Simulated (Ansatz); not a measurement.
# Ni wire along [100], 24 atoms a period: bands along the axis

Wanted: the relaxed geometry and the bands of the Ni wire along [100], 24 atoms a period.

Main program and level: Ansatz 0.2.0; DFT PBE, plane waves, PAW; relaxation of a wire's period; PAW set soft_1, in the first sound run; inputs show where later runs differ.

### 1. The structure

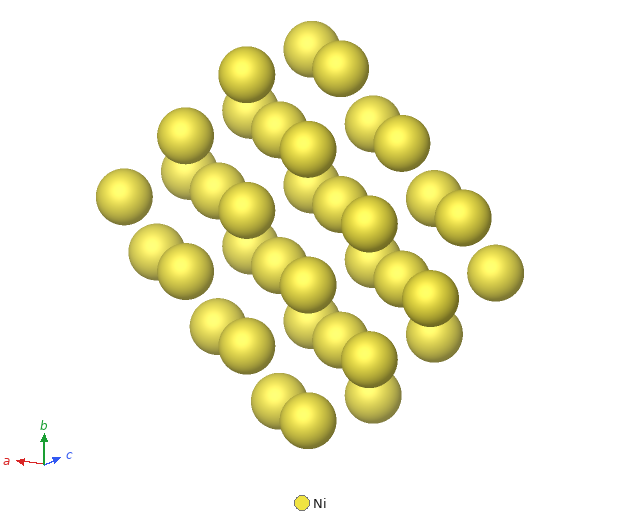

Start, viewed at a slant to the c axis; nickel yellow. Some periodic images of atoms are drawn too.

The cell holds 24 atoms: 24 Ni. Cell: a = 15.600 Å, b = 15.600 Å, c = 3.520 Å, α = 90.0°, β = 90.0°, γ = 90.0°. Vacuum lies along a and b. The structure's axis is c.

### 2. The relaxed wire

Band widths follow the bond lengths, so the wire is relaxed first. The atoms and the third cell vector are free; the box across stays fixed as vacuum. Moments are seeded so that a magnetic state can form if it lies lower. A Fermi-Dirac smearing is set since the result may be a metal. The pressure printed is a third of the stress's trace over the whole box, vacuum included; only the stress along the axis is relaxed.

File input.yaml:

```yaml
crystal:
  lattice:
    - [15.6, 0.0, 0.0]
    - [0.0, 15.6, 0.0]
    - [0.0, 0.0, 3.52]
  atoms:
    - { symbol: Ni, position: [0.217948718, 0.443589744, 0.0], spin: 0.8 }
    - { symbol: Ni, position: [0.330769231, 0.330769231, 0.0], spin: 0.8 }
    - { symbol: Ni, position: [0.330769231, 0.556410256, 0.0], spin: 0.8 }
    - { symbol: Ni, position: [0.443589744, 0.217948718, 0.0], spin: 0.8 }
    - { symbol: Ni, position: [0.443589744, 0.443589744, 0.0], spin: 0.8 }
    - { symbol: Ni, position: [0.443589744, 0.669230769, 0.0], spin: 0.8 }
    - { symbol: Ni, position: [0.556410256, 0.330769231, 0.0], spin: 0.8 }
    - { symbol: Ni, position: [0.556410256, 0.556410256, 0.0], spin: 0.8 }
    - { symbol: Ni, position: [0.556410256, 0.782051282, 0.0], spin: 0.8 }
    - { symbol: Ni, position: [0.669230769, 0.443589744, 0.0], spin: 0.8 }
    - { symbol: Ni, position: [0.669230769, 0.669230769, 0.0], spin: 0.8 }
    - { symbol: Ni, position: [0.782051282, 0.556410256, 0.0], spin: 0.8 }
    - { symbol: Ni, position: [0.217948718, 0.556410256, 0.5], spin: 0.8 }
    - { symbol: Ni, position: [0.330769231, 0.443589744, 0.5], spin: 0.8 }
    - { symbol: Ni, position: [0.330769231, 0.669230769, 0.5], spin: 0.8 }
    - { symbol: Ni, position: [0.443589744, 0.330769231, 0.5], spin: 0.8 }
    - { symbol: Ni, position: [0.443589744, 0.556410256, 0.5], spin: 0.8 }
    - { symbol: Ni, position: [0.443589744, 0.782051282, 0.5], spin: 0.8 }
    - { symbol: Ni, position: [0.556410256, 0.217948718, 0.5], spin: 0.8 }
    - { symbol: Ni, position: [0.556410256, 0.443589744, 0.5], spin: 0.8 }
    - { symbol: Ni, position: [0.556410256, 0.669230769, 0.5], spin: 0.8 }
    - { symbol: Ni, position: [0.669230769, 0.330769231, 0.5], spin: 0.8 }
    - { symbol: Ni, position: [0.669230769, 0.556410256, 0.5], spin: 0.8 }
    - { symbol: Ni, position: [0.782051282, 0.443589744, 0.5], spin: 0.8 }
magnetization:
  spin_polarized: true
kpoints:
  mp_grid: { grid: [1, 1, 23] }
scf:
  occupations: { method: fermi_dirac, width: 0.05 }
hamiltonian:
  xc: pbe
  pseudopotentials: { kind: paw, azcp: { folder: soft_1 } }
relax:
  cell: { fix: [a, b, alpha, beta, gamma] }
  max_steps: 45
  f_tol: 0.03
```

On the command line:

```console
> ansatz run input.yaml --threads 4 --pin off --max-ram 16384MiB --backend cpu --events-out ev --progress --plain --runs-dir out
```

Numbers of over 12 decimals in the logs are rounded to 6 here.

What it wrote:

```text
Engine: ansatz 0.2.0, x86_64-unknown-linux-gnu
Pseudopotentials: kind: paw
Pseudopotential: Ni, paw, valence charge 18, recommended cutoff 420 eV (normal), soft_1/Ni.paw.azcp
Functional definition: PBE
  parameter kappa = 0.804
  parameter beta = 0.066725
  exchange = pbe_x(kappa = kappa, mu = beta*pi^2/3)
  correlation = pbe_c(beta = beta)
Crystal: 24 atoms, lattice volume = 856.627 Å³
Basis set: ecut = 420 eV, 16707 PW (Γ), exchange–correlation on 216×216×48 points (8 copies of the dense FFT grid, shifted against one another)
Bands: 271, of which v1, the nominal top of the filled ones, is band 216 counted from 1 (215 counted from 0)
Symmetry: 16 space group operations
Space group: P42/mcm (ITA 132), of the structure as read, at distance tolerance 9.5e-5 Å
Magnetic group: BNS 132.447 (UNI 1107), of the structure as read, at distance tolerance 9.5e-5 Å
k-points: 12 of 23
Non-local potential: Ni, projectors of the file, l = 0: 3, l = 1: 2, l = 2: 3, l = 3: 1
PAW form: soft (Blöchl's): semilocal exchange-correlation on the pseudo side does not see the compensation charge
PAW one-centre angular grid: Ni, 590 points (default); XC on 64 Gauss nodes
Initial density: superposition of atomic densities (neutral atoms: chi_scale 0, normalization atom)
Starting moments: Σ|m| = 19.2 μB on 24 of 24 sites
Initial wavefunctions: pseudopotential atomic-orbital guess
Functional: x = pbe(κ = 0.804, μ = 0.219515), c = pbe(β = 0.066725)
SCF iter   1: F=—  HF=-140114.915266 eV  |F-HF|=—  |Δ(HF+E_count)|=         —  Δρ=2.09e-2 (↑2.09e-2 ↓1.91e-2)  dr2=4.67e1  dr2_m=1.54e0  M=19.813 μB ∫|m|=20.686 μB  β_m=0.30  ethr=3.10e-3  ⟨swp⟩=8.0  Hψ=29821  notcnv=0  defer=513
Mixer restart at iter 1: flushing history
preconditioner: auto → LDOS  [metal: Δε(μ)=0.000 eV  Ē_g=6.485 eV  σ=0.050 eV  W_gap=0.00  n_scr=210 (ndim 8)  ℏωp=19.7 eV  f_vac=0.579  D(μ)=66.81/eV (n_scr^D=752)]
spin=Collinear: LDOS preconditioning applied to the charge; magnetization (m = ρ↑ − ρ↓) channel mixes plain (no charge-response kernel on spin).
SCF iter   2: F=—  HF=-140118.259811 eV  |F-HF|=—  |Δ(HF+E_count)|=    3.34e0  Δρ=1.89e-2 (↑1.89e-2 ↓1.01e-2)  dr2=1.08e1  dr2_m=8.24e-1  M=19.737 μB ∫|m|=20.889 μB  β_m=0.38  ethr=3.10e-3  ⟨swp⟩=2.2  Hψ=10662  notcnv=0  defer=801
SCF iter   3: F=—  HF=-140129.799662 eV  |F-HF|=—  |Δ(HF+E_count)|=    1.15e1  Δρ=8.27e-3 (↑4.77e-3 ↓8.27e-3)  dr2=6.83e-1  dr2_m=2.37e-1  M=19.671 μB ∫|m|=21.195 μB  β_m=0.40  ethr=2.51e-3  ⟨swp⟩=3.0  Hψ=10317  notcnv=0  defer=810
SCF iter   4: F=—  HF=-140133.375954 eV  |F-HF|=—  |Δ(HF+E_count)|=    3.58e0  Δρ=4.94e-3 (↑4.94e-3 ↓3.02e-3)  dr2=3.74e-1  dr2_m=4.15e-2  M=19.220 μB ∫|m|=21.053 μB  β_m=0.63  ethr=1.58e-4  ⟨swp⟩=2.6  Hψ=10254  notcnv=0  defer=810
SCF iter   5: F=—  HF=-140135.601657 eV  |F-HF|=—  |Δ(HF+E_count)|=    2.23e0  Δρ=3.10e-3 (↑1.95e-3 ↓3.10e-3)  dr2=1.35e-1  dr2_m=1.63e-2  M=18.604 μB ∫|m|=20.752 μB  β_m=0.68  ethr=8.65e-5  ⟨swp⟩=3.1  Hψ=12513  notcnv=0  defer=810
SCF iter   6: F=—  HF=-140135.730744 eV  |F-HF|=—  |Δ(HF+E_count)|=         —  Δρ=4.85e-3 (↑1.43e-3 ↓4.85e-3)  dr2=1.06e-1  dr2_m=7.30e-2  M=17.942 μB ∫|m|=20.123 μB  β_m=0.68  ethr=3.14e-5  ⟨swp⟩=2.7  Hψ=10207  notcnv=0  defer=825
SCF iter   7: F=—  HF=-140135.727410 eV  |F-HF|=—  |Δ(HF+E_count)|=   3.33e-3  Δρ=2.10e-3 (↑1.07e-3 ↓2.10e-3)  dr2=2.97e-2  dr2_m=1.21e-2  M=17.941 μB ∫|m|=20.091 μB  β_m=0.84  ethr=2.46e-5  ⟨swp⟩=2.0  Hψ=8114  notcnv=0  defer=825
SCF iter   8: F=—  HF=-140135.763627 eV  |F-HF|=—  |Δ(HF+E_count)|=   3.62e-2  Δρ=1.88e-3 (↑9.51e-4 ↓1.88e-3)  dr2=4.18e-2  dr2_m=2.40e-3  M=17.805 μB ∫|m|=19.960 μB  β_m=0.67  ethr=6.88e-6  ⟨swp⟩=2.3  Hψ=12208  notcnv=0  defer=827
SCF iter   9: F=—  HF=-140135.756853 eV  |F-HF|=—  |Δ(HF+E_count)|=   6.77e-3  Δρ=2.37e-4 (↑1.60e-4 ↓2.37e-4)  dr2=4.14e-4  dr2_m=1.57e-4  M=17.772 μB ∫|m|=19.937 μB  β_m=0.73  ethr=6.88e-6  ⟨swp⟩=2.0  Hψ=9848  notcnv=0  defer=827
SCF iter  10: F=—  HF=-140135.756893 eV  |F-HF|=—  |Δ(HF+E_count)|=   4.09e-5  Δρ=1.10e-4 (↑5.20e-5 ↓1.10e-4)  dr2=1.10e-4  dr2_m=3.06e-5  M=17.772 μB ∫|m|=19.934 μB  β_m=0.77  ethr=9.59e-8  ⟨swp⟩=2.8  Hψ=11531  notcnv=0  defer=827
SCF iter  11: F=—  HF=-140135.756929 eV  |F-HF|=—  |Δ(HF+E_count)|=   3.58e-5  Δρ=4.77e-5 (↑1.70e-5 ↓4.77e-5)  dr2=1.17e-5  dr2_m=5.73e-6  M=17.774 μB ∫|m|=19.935 μB  β_m=0.88  ethr=2.53e-8  ⟨swp⟩=2.0  Hψ=9384  notcnv=0  defer=827
SCF iter  12: F=—  HF=-140135.756941 eV  |F-HF|=—  |Δ(HF+E_count)|=   1.13e-5  Δρ=3.81e-5 (↑2.13e-5 ↓3.81e-5)  dr2=1.73e-5  dr2_m=1.58e-6  M=17.774 μB ∫|m|=19.934 μB  β_m=0.79  ethr=2.70e-9  ⟨swp⟩=2.3  Hψ=11657  notcnv=0  defer=827
SCF iter  13: F=—  HF=-140135.756939 eV  |F-HF|=—  |Δ(HF+E_count)|=   1.31e-6  Δρ=1.42e-5 (↑1.11e-5 ↓1.42e-5)  dr2=2.20e-6  dr2_m=5.69e-7  M=17.773 μB ∫|m|=19.934 μB  β_m=0.82  ethr=2.70e-9  ⟨swp⟩=2.0  Hψ=11473  notcnv=0  defer=827
SCF iter  14: F=—  HF=-140135.756940 eV  |F-HF|=—  |Δ(HF+E_count)|=   7.74e-7  Δρ=1.25e-5 (↑4.84e-6 ↓1.25e-5)  dr2=1.38e-6  dr2_m=1.43e-7  M=17.774 μB ∫|m|=19.934 μB  β_m=0.65  ethr=5.09e-10  ⟨swp⟩=3.0  Hψ=12591  notcnv=0  defer=827
SCF iter  15: F=—  HF=-140135.756940 eV  |F-HF|=—  |Δ(HF+E_count)|=   2.60e-7  Δρ=3.66e-6 (↑1.53e-6 ↓3.66e-6)  dr2=8.45e-8  dr2_m=2.34e-8  M=17.773 μB ∫|m|=19.934 μB  β_m=0.70  ethr=3.20e-10  ⟨swp⟩=2.2  Hψ=10470  notcnv=0  defer=827
SCF iter  16: F=—  HF=-140135.756940 eV  |F-HF|=—  |Δ(HF+E_count)|=   8.71e-8  Δρ=2.46e-6 (↑1.32e-6 ↓2.46e-6)  dr2=4.91e-8  dr2_m=7.83e-9  M=17.773 μB ∫|m|=19.934 μB  β_m=0.81  ethr=1.95e-11  ⟨swp⟩=2.5  Hψ=12115  notcnv=0  defer=827
SCF iter  17: F=—  HF=-140135.756940 eV  |F-HF|=—  |Δ(HF+E_count)|=   1.95e-8  Δρ=3.32e-6 (↑1.07e-6 ↓3.32e-6)  dr2=1.13e-7  dr2_m=1.61e-8  M=17.773 μB ∫|m|=19.934 μB  β_m=0.74  ethr=1.14e-11  ⟨swp⟩=2.0  Hψ=11759  notcnv=0  defer=827
SCF iter  18: F=-140135.756940 eV  HF=-140135.756940 eV  |F-HF|=2.07e-9  |Δ(HF+E_count)|=  5.53e-10  Δρ=7.96e-7 (↑2.10e-7 ↓7.96e-7)  dr2=4.54e-9  dr2_m=1.03e-9  M=17.773 μB ∫|m|=19.934 μB  ethr=1.14e-11  ⟨swp⟩=2.2  Hψ=19134  notcnv=0
SCF 1 converged in 18 iterations: F = -140135.756940 eV  dr2 = 4.54e-9
  greatest PAW one-centre occupation: 1.001 electrons in one spin orbital (limit 2), on the Ni atom at site 23 (counted from 0), in its partial waves of l = 1
relax step   1: F+E_penalty+E_count = -140135.75693998 eV  Δ(F+E_penalty+E_count) = +0.000e0 eV  max|allowed force component| = 7.627e-1 eV/Å  Δτ_max = 0.0000 Å  P = -2.893 GPa  Ω = 856.627 Å³  fix = [a, b, alpha, beta, gamma]  reactions: a -2.537, b -2.537 GPa  (18 SCF iters, dr2 threshold 1.00e-7 eV, accepted)
[...]
SCF iter   6: F=—  HF=-140136.600187 eV  |F-HF|=—  |Δ(HF+E_count)|=   2.93e-7  Δρ=4.67e-6 (↑2.39e-6 ↓4.67e-6)  dr2=2.04e-7  dr2_m=3.41e-8  M=17.383 μB ∫|m|=19.432 μB  β_m=0.58  ethr=8.10e-10  ⟨swp⟩=2.0  Hψ=9083  notcnv=0
SCF iter   7: F=—  HF=-140136.600187 eV  |F-HF|=—  |Δ(HF+E_count)|=   2.19e-8  Δρ=1.47e-6 (↑1.47e-6 ↓1.33e-6)  dr2=2.64e-8  dr2_m=5.20e-9  M=17.383 μB ∫|m|=19.432 μB  β_m=0.62  ethr=4.73e-11  ⟨swp⟩=2.3  Hψ=10714  notcnv=0
SCF iter   8: F=—  HF=-140136.600187 eV  |F-HF|=—  |Δ(HF+E_count)|=   4.29e-8  Δρ=7.56e-7 (↑6.17e-7 ↓7.56e-7)  dr2=1.36e-8  dr2_m=9.17e-10  M=17.383 μB ∫|m|=19.432 μB  β_m=0.56  ethr=6.10e-12  ⟨swp⟩=3.2  Hψ=13173  notcnv=0
SCF iter   9: F=—  HF=-140136.600187 eV  |F-HF|=—  |Δ(HF+E_count)|=   1.47e-7  Δρ=3.82e-7 (↑2.59e-7 ↓3.82e-7)  dr2=1.38e-9  dr2_m=3.51e-10  M=17.383 μB ∫|m|=19.432 μB  β_m=0.72  ethr=3.14e-12  ⟨swp⟩=3.5  Hψ=12137  notcnv=0
SCF iter  10: F=—  HF=-140136.600187 eV  |F-HF|=—  |Δ(HF+E_count)|=   1.16e-9  Δρ=2.22e-7 (↑2.13e-7 ↓2.22e-7)  dr2=2.31e-10  dr2_m=2.32e-10  M=17.383 μB ∫|m|=19.432 μB  β_m=0.86  ethr=1.00e-12  ⟨swp⟩=2.0  Hψ=9043  notcnv=0
SCF iter  11: F=—  HF=-140136.600187 eV  |F-HF|=—  |Δ(HF+E_count)|=  2.33e-10  Δρ=1.37e-7 (↑1.03e-7 ↓1.37e-7)  dr2=1.66e-10  dr2_m=5.48e-11  M=17.383 μB ∫|m|=19.432 μB  β_m=0.93  ethr=1.00e-12  ⟨swp⟩=1.2  Hψ=6534  notcnv=0
SCF iter  12: F=—  HF=-140136.600187 eV  |F-HF|=—  |Δ(HF+E_count)|=  5.82e-10  Δρ=2.14e-7 (↑1.07e-7 ↓2.14e-7)  dr2=5.70e-10  dr2_m=2.36e-11  M=17.383 μB ∫|m|=19.432 μB  β_m=0.75  ethr=1.00e-12  ⟨swp⟩=1.0  Hψ=6505  notcnv=0
SCF iter  13: F=-140136.600187 eV  HF=-140136.600187 eV  |F-HF|=2.04e-10  |Δ(HF+E_count)|=    0.00e0  Δρ=1.24e-7 (↑3.22e-8 ↓1.24e-7)  dr2=1.49e-10  dr2_m=2.47e-11  M=17.383 μB ∫|m|=19.432 μB  ethr=1.00e-12  ⟨swp⟩=3.1  Hψ=21145  notcnv=0
SCF 6 converged in 13 iterations: F = -140136.600187 eV  dr2 = 1.49e-10
relax step   6: F+E_penalty+E_count = -140136.60018724 eV  Δ(F+E_penalty+E_count) = +1.105e-2 eV  max|allowed force component| = 6.335e-3 eV/Å  Δτ_max = 0.0000 Å  P = +0.001 GPa  Ω = 817.489 Å³  fix = [a, b, alpha, beta, gamma]  reactions: a -0.009, b -0.009 GPa  stress off target by 2.24e-2 GPa on what of the cell is left free  SCF on the basis re-selected at this cell (its energy is not comparable with the rows above)  (13 SCF iters)
basis re-selected at this cell: Δ(F+E_penalty+E_count) = +1.105e-2 eV, ΔP = +0.014 GPa vs the last step (what re-selecting the basis moved, of the pressure what is left beyond the Pulay correction that the steps carried, after the strain that the cell walked since its last selection, with what the two solves' SCF thresholds leave and, on support functions, any second-order correction that the steps lacked; it is no m [...]
SCF converged after 13 iterations
Magnetization: 17.3833 μB (224.6917 up, 207.3083 down)
Absolute magnetization: 19.4547 μB (∫|ρ↑−ρ↓|, with the PAW one-centre terms)
Spin contamination: 0.2356 ħ² per cell (⟨S²⟩ above its minimum at these occupations)
Per-site moments (μB) at R_I (Å): [(0.801146, 0.978863), (0.821282, 0.990216), (0.689588, 0.978863), (0.801146, 0.978863), (0.710673, 1.007375), (0.689588, 0.978863), (0.689588, 0.978863), (0.710673, 1.007375), (0.801146, 0.978863), (0.689588, 0.978863), (0.821282, 0.990216), (0.801146, 0.978863), (0.801146, 0.978863), (0.689588, 0.978863), (0.821282, 0.990216), (0.689588, 0.978863), (0.710673, 1.007375), (0.801146, 0.978863), (0.801146, 0.978863), (0.710673, 1.007375), (0.689588, 0.978863), (0.821282, 0.990216), (0.689588, 0.978863), (0.801146, 0.978863)]
Free energy (F): -140136.600187 eV
Harris-Foulkes:  -140136.600187 eV  (|F-HF|=2.04e-10)
Internal energy: -140136.152263 eV  (E = F + TS)
E sigma→0 (E₀):  -140136.376225 eV
Entropy (-TS):   -0.447924 eV (-18.663 meV/atom)
Fermi energy:    2.805560 eV
--- Per-component energies (eV) ---
  E_band       = -13376.976683
  E_kinetic    = 8130.832154
  E_local      = -482325.433110  (includes V_loc(G=0)·N_el)
  E_nonlocal   = -2776.391571
  E_hartree    = 240755.233004
  E_xc         = -2682.357515
  E_vxc        = -3458.310654  (∫ρ·V_xc dr)
  E_paw        = -39806.813854  (= ΣΔE_a)
  E_vpaw       = -14458.159075  (= ΣTr[D̂ρ^β])
  E_aug_tail   = 0.023102  (compensation charges beyond the density's cutoff)
  E_ewald      = 138568.755528
  E_smearing   = -0.447924  (= −TS)
  E_closure    = 0.000000  (closes the sum)
  Σ components = -140136.600187   (vs F -140136.600187, Δ=0.00e0)
--- Forces (eV/Å), atoms counted from 1 ---
  atom   1  Ni     0.00002924    -0.00282242     0.00000000
  atom   2  Ni    -0.00405771    -0.00405771     0.00000000
  atom   3  Ni     0.00633475     0.00470051    -0.00000000
  atom   4  Ni    -0.00282242     0.00002924    -0.00000000
  atom   5  Ni     0.00151386     0.00151386    -0.00000000
  atom   6  Ni    -0.00470051    -0.00633475     0.00000000
  atom   7  Ni     0.00470051     0.00633475    -0.00000000
  atom   8  Ni    -0.00151386    -0.00151386    -0.00000000
  atom   9  Ni     0.00282242    -0.00002924     0.00000000
  atom  10  Ni    -0.00633475    -0.00470051     0.00000000
  atom  11  Ni     0.00405771     0.00405771     0.00000000
  atom  12  Ni    -0.00002924     0.00282242     0.00000000
  atom  13  Ni     0.00002924     0.00282242     0.00000000
  atom  14  Ni     0.00633475    -0.00470051     0.00000000
  atom  15  Ni    -0.00405771     0.00405771    -0.00000000
  atom  16  Ni    -0.00470051     0.00633475    -0.00000000
  atom  17  Ni     0.00151386    -0.00151386    -0.00000000
  atom  18  Ni    -0.00282242    -0.00002924    -0.00000000
  atom  19  Ni     0.00282242     0.00002924     0.00000000
  atom  20  Ni    -0.00151386     0.00151386    -0.00000000
  atom  21  Ni     0.00470051    -0.00633475     0.00000000
  atom  22  Ni     0.00405771    -0.00405771    -0.00000000
  atom  23  Ni    -0.00633475     0.00470051     0.00000000
  atom  24  Ni    -0.00002924    -0.00282242    -0.00000000
  max |Σ_I F_I| component: 3.47e-18 eV/Å
--- Stress (GPa, compression-positive) ---
       -0.008967      -0.000000      -0.000000
       -0.000000      -0.008967      -0.000000
       -0.000000      -0.000000       0.022408
  P = ⅓ Tr σ = 0.0015 GPa (0.015 kbar)
--- Relaxed structure (5 steps of the walk, 5 accepted, 1 SCFs on fresh bases) ---
  F+E_penalty+E_count = -140136.60018724 eV   max|allowed force component| = 6.335e-3 eV/Å   (the final SCF, on the basis selected at the relaxed cell)
  cell:  # Å, volume = 817.4886 Å³
    - [15.6, 0.0, 0.0]
    - [0.0, 15.6, 0.0]
    - [0.0, 0.0, 3.359174]
  atoms:
    - { symbol: Ni, position: [0.221454, 0.445753, 0.0] }
    - { symbol: Ni, position: [0.330757, 0.330757, 0.0] }
    - { symbol: Ni, position: [0.328792, 0.559320, 0.0] }
    - { symbol: Ni, position: [0.445753, 0.221454, 0.0] }
    - { symbol: Ni, position: [0.443178, 0.443178, 0.0] }
    - { symbol: Ni, position: [0.440680, 0.671208, 0.0] }
    - { symbol: Ni, position: [0.559320, 0.328792, 0.0] }
    - { symbol: Ni, position: [0.556822, 0.556822, 0.0] }
    - { symbol: Ni, position: [0.554247, 0.778546, 0.0] }
    - { symbol: Ni, position: [0.671208, 0.440680, 0.0] }
    - { symbol: Ni, position: [0.669243, 0.669243, 0.0] }
    - { symbol: Ni, position: [0.778546, 0.554247, 0.0] }
    - { symbol: Ni, position: [0.221454, 0.554247, 0.5] }
    - { symbol: Ni, position: [0.328792, 0.440680, 0.5] }
    - { symbol: Ni, position: [0.330757, 0.669243, 0.5] }
    - { symbol: Ni, position: [0.440680, 0.328792, 0.5] }
    - { symbol: Ni, position: [0.443178, 0.556822, 0.5] }
    - { symbol: Ni, position: [0.445753, 0.778546, 0.5] }
    - { symbol: Ni, position: [0.554247, 0.221454, 0.5] }
    - { symbol: Ni, position: [0.556822, 0.443178, 0.5] }
    - { symbol: Ni, position: [0.559320, 0.671208, 0.5] }
    - { symbol: Ni, position: [0.669243, 0.330757, 0.5] }
    - { symbol: Ni, position: [0.671208, 0.559320, 0.5] }
    - { symbol: Ni, position: [0.778546, 0.445753, 0.5] }
```

Elapsed: 18 min, on 4 threads of Intel Xeon Platinum 8259CL at 2.50GHz (Skylake/Cascade Lake), shared host; peak memory 6.5 GiB; 69 min of CPU time.

Step by step:

```
step  energy less that of the first step (eV)  largest force component (eV/Å)  pressure (GPa)  volume (Å³)
   1                                   0.0000                          0.7627           -2.89       856.63
   2                                  -0.5784                          0.4141           -1.49       843.86
   3                                  -0.8300                          0.1677            0.51       822.49
   4                                  -0.8514                          0.0128           -0.03       822.25
   5                                  -0.8543                          0.0065           -0.01       817.49
  6*                                  -0.8432                          0.0063            0.00       817.49
```

Relaxation steps marked * repeat the geometry before them on a plane-wave basis chosen anew for their cell, so energy and pressure can jump there.

The run keeps the 16 symmetry operations that it works with, so distortions that break them were not tested.

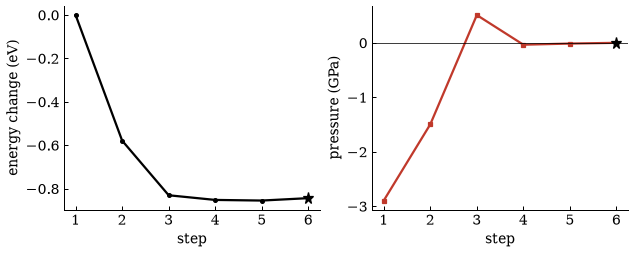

Energy and pressure along the relaxation. Stars mark steps on a basis chosen anew.

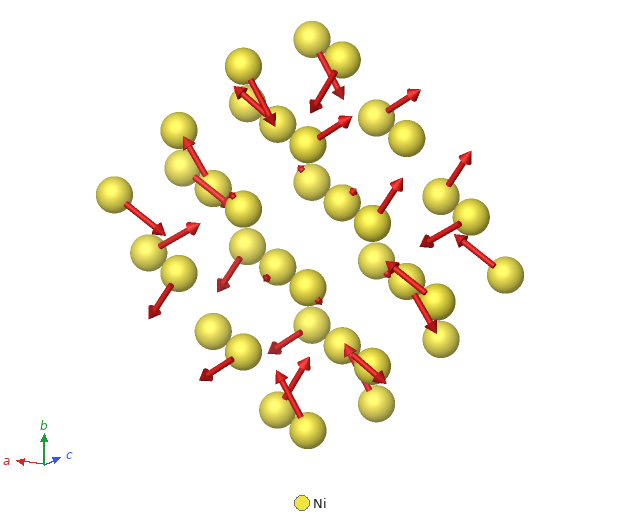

Displacements in the relaxation, exaggerated, measured against the changing cell; the longest in the cell stands for 0.06 Å. Some periodic images of atoms are drawn too.

```
cell as run  before  after  change
      c (Å)   3.520  3.359  -4.6 %
```

The atoms that moved most (Å, along periodic axes as changes of fractional coordinates times the final cell, across vacuum about the mean position):

```
atom      dx      dy     dz  length
Ni13   0.055  -0.034  0.000   0.064
Ni19  -0.034   0.055  0.000   0.064
Ni12  -0.055  -0.034  0.000   0.064
 Ni9  -0.034  -0.055  0.000   0.064
 Ni4   0.034   0.055  0.000   0.064
 Ni1   0.055   0.034  0.000   0.064
Ni18   0.034  -0.055  0.000   0.064
Ni24  -0.055   0.034  0.000   0.064
```

This step gave:

| Quantity | Value |
| --- | --- |
| energy at zero smearing | -140136.3762 eV |
| total moment | 17.38 μB |
| absolute moment | 19.45 μB |
| cell length along the wire | 3.359 Å |

[end of part 1 of 2]

[Logs are printed without paths, hosts, clocks, repeated set-up lines and the standing remarks that a program may print on its own settings, such as how far it seeks lower states.]

[Hosts, paths, dates, database ids (printed as entryN), source tags and the programs' standing remarks are cut or masked in the printed files.]
